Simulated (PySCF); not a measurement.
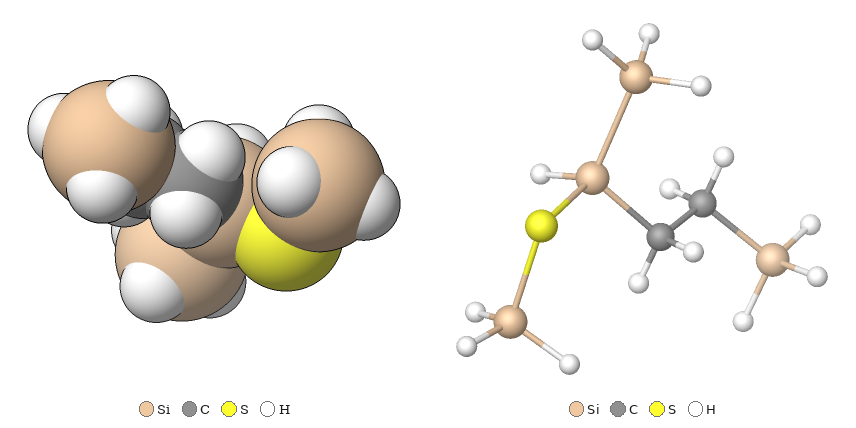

Two views of one molecule.

The geometry was computed by an optimisation with GFN2-xTB. No frequency run is at hand to confirm it as a minimum.

Identify the structure.

It has 21 atoms: 2 carbon, 14 hydrogen, 1 sulfur and 4 silicon (C2H14SSi4). As SMILES it reads `[SiH3]CC[Si@H]([SiH3])S[SiH3]`. It has no ring. Among its groups: Si–H bond. The point group is C1. Coordination: 4 Si tetrahedral; 2 C tetrahedral; 1 S bent.

More results for the same structure follow; atom numbers are the same in all pictures, views and colours differ.

Geometry

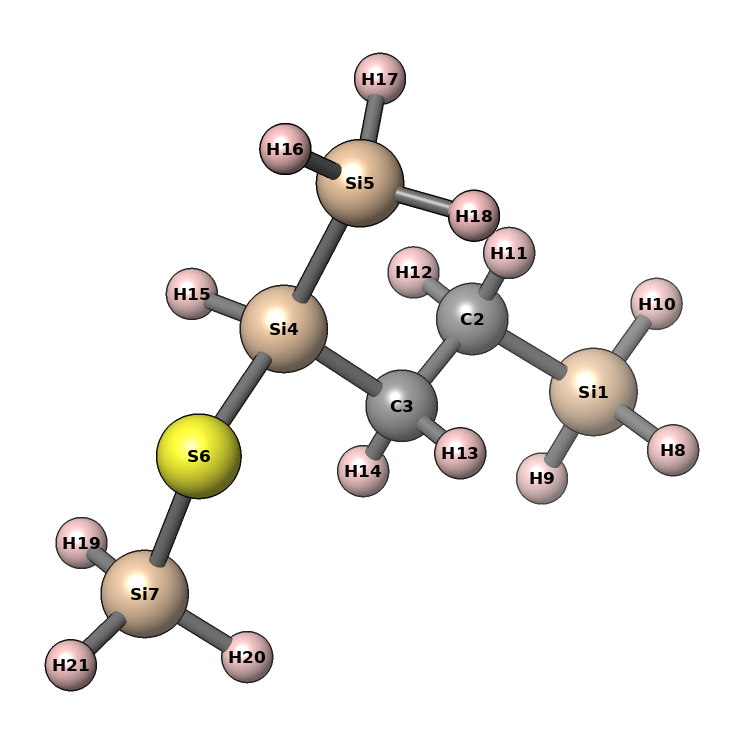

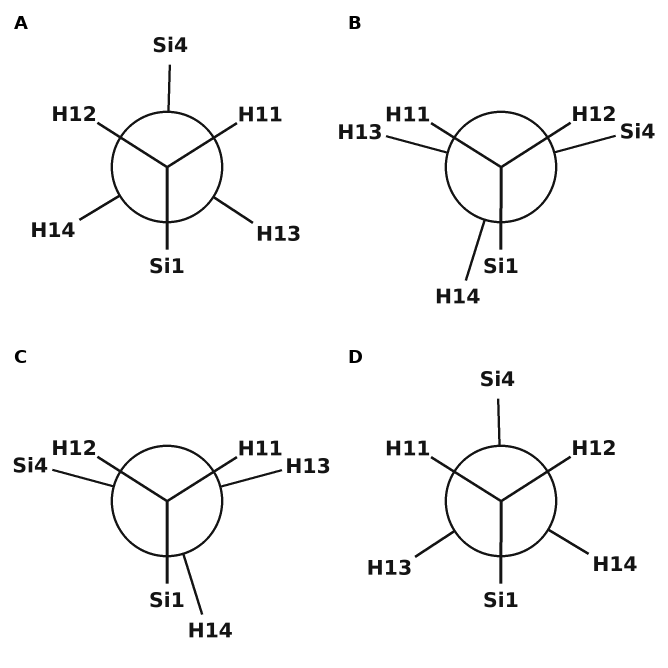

Distant atoms are faded towards the background colour. Bonds that would overlap in a projection are set slightly apart. No frequency run is at hand to confirm it as a minimum.

Which Newman projection shows the view along C2–C3, with C2 in front?

Answer. D. The torsion angle Si1–C2–C3–Si4 is 178°, antiperiplanar (anti).

Electronic properties

No frequency run is at hand to confirm it as a minimum. Level of theory: PBE0/pcSseg-1, gas phase (PySCF 2.14.0).

What is the HOMO energy (Kohn–Sham orbital)?

Answer. −7.12 eV.

What is the LUMO energy (Kohn–Sham orbital)?

Answer. −0.56 eV.

Give the dipole moment at this level.

Answer. 1.62 D.

Bond orders

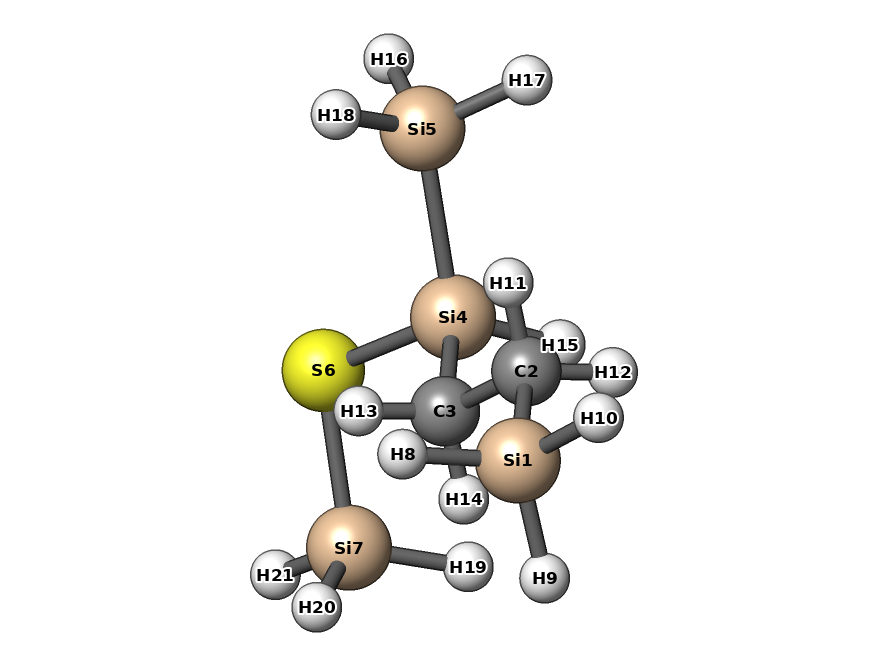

Every bond is drawn as one stick. No frequency run is at hand to confirm it as a minimum. Method: PBE0/pcSseg-1 (PySCF 2.14.0).

Which bond between heavy atoms has the highest Mayer bond order?

Answer. C2–C3, 1.03, at a length of 1.528 Å.

List the Mayer bond orders of Si1–C2, C2–C3, C3–Si4, Si4–Si5, Si4–S6, S6–Si7 (bonds between heavy atoms, one of each equivalent set).

```
   bond  Mayer order  length (Å)
 Si1–C2         0.91       1.903
  C2–C3         1.03       1.528
 C3–Si4         0.89       1.908
Si4–Si5         0.91       2.315
 Si4–S6         0.94       2.179
 S6–Si7         0.94       2.134
```

NMR shielding

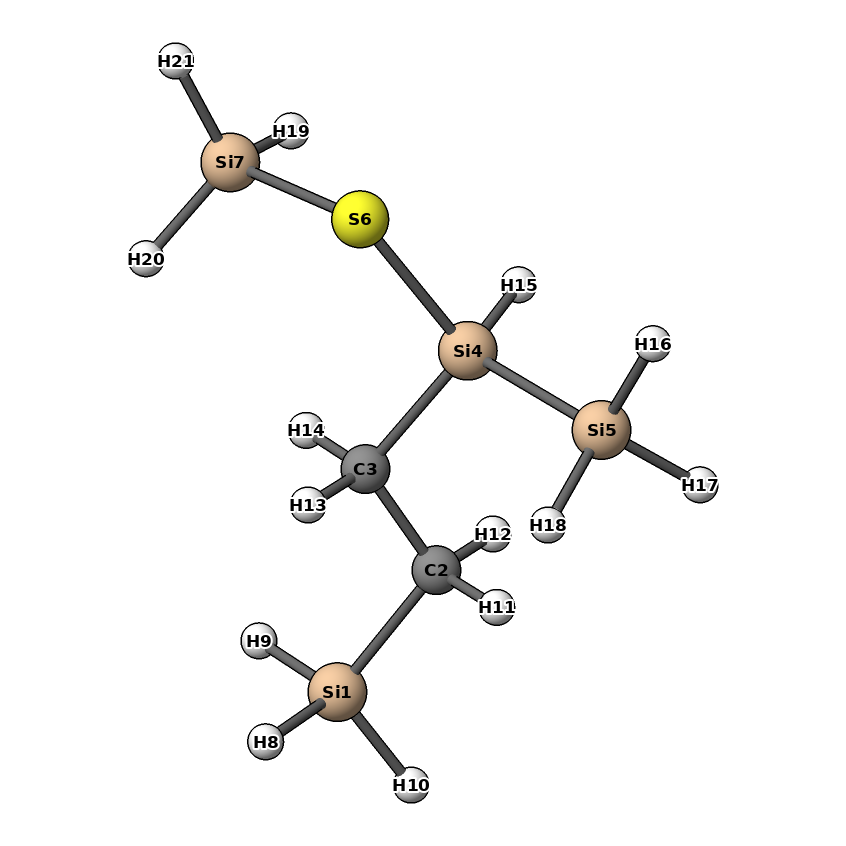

The questions are on isotropic NMR shieldings of the H atoms. No frequency run is at hand to confirm it as a minimum. Properties computed with GIAO PBE0/pcSseg-1 NMR shielding, non-relativistic, gas phase (PySCF 2.14.0).

Which H atom is the most shielded (lowest chemical shift)?

Answer. H11 (31.26 ppm).

Which H atom is the least shielded (highest chemical shift)?

Answer. H15 (26.62 ppm).

How wide is the range of H shifts?

Answer. 4.64 ppm.

List the isotropic NMR shieldings of the H atoms.

```tsv
atom	σ (ppm)
H8	27.92
H9	27.93
H10	27.69
H11	31.26
H12	31.12
H13	30.90
H14	30.41
H15	26.62
H16	28.20
H17	28.09
H18	28.16
H19	27.07
H20	27.02
H21	27.04
```

Charges

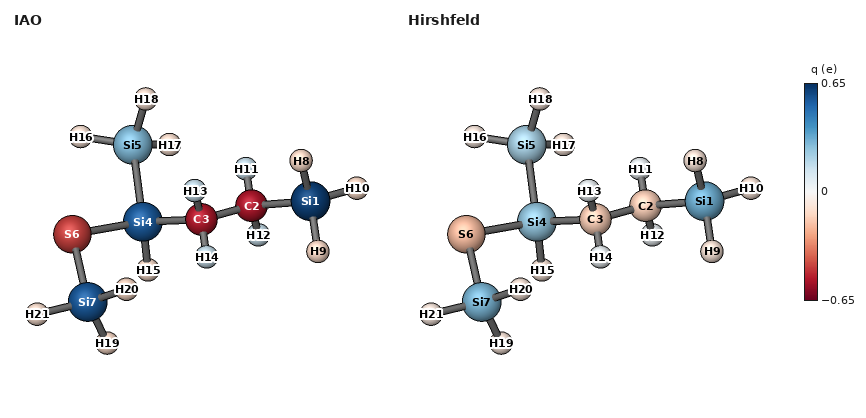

Atomic charges of one calculation by 2 schemes, on one colour scale. No frequency run is at hand to confirm it as a minimum. Level of theory: PBE0/pcSseg-1 (PySCF 2.14.0).

Which scheme gives the most polar picture (largest mean size of the charges)?

Answer. The IAO charges are the largest in size here.

On which atom do the schemes disagree most?

Answer. On C2 (from −0.52 to −0.15 e); C3 (from −0.52 to −0.16 e).

List the charges (e), one line for each set of equivalent atoms.

```csv
atom,IAO,Hirshfeld
Si1,0.61,0.32
C2,−0.52,−0.15
C3,−0.52,−0.16
Si4,0.55,0.26
Si5,0.29,0.22
S6,−0.45,−0.20
Si7,0.55,0.30
H8,−0.12,−0.08
H9,−0.12,−0.08
H10,−0.12,−0.08
H11,0.14,0.04
H12,0.14,0.04
H13,0.15,0.04
H14,0.14,0.04
H15,−0.11,−0.08
H16,−0.08,−0.06
H17,−0.10,−0.07
H18,−0.09,−0.07
H19,−0.12,−0.07
H20,−0.12,−0.07
H21,−0.10,−0.06
```

The geometry is semi-empirical. Around Si such bond lengths and angles can be off by a tenth of an ångström or more and by several degrees, and values that hang on the shape move with them.
